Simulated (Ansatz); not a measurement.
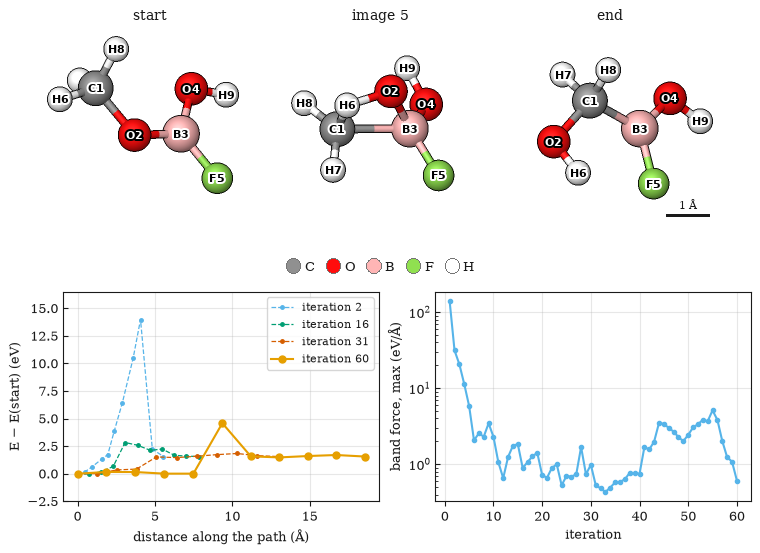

A search for the minimum-energy path of CH$_{4}$BFO$_{2}$ by the nudged elastic band. Images are numbered from 0 (start) to 10 (end). The plot follows the band through its iterations. A ball-and-stick model, seen at a tilt.

Level of theory: RKS r2SCANh-D4/6-31G* in Ansatz. Run with 9 movable images; climbing image; force threshold 0.03 eV/Å; iteration limit 60; starting path through a guess of the saddle point.

Q: How did the profile develop, and is the result final?

A: The result isn't final. The band hadn't converged when the run stopped after 60 iterations. The largest component of the band force went from 140 to 0.61 eV/Å. The barrier read from it is provisional: over the last two iterations the highest image moved from 4.80 eV to 4.58 eV. The first iteration put the highest image at 37.71 eV. Forward barrier 4.58 eV, backward barrier 3.03 eV, with image 5 at the top; the reaction energy is +1.56 eV.

Cost: 37 min on 2 threads of Arm Neoverse N1 (shared host), peak memory 0.19 GiB.
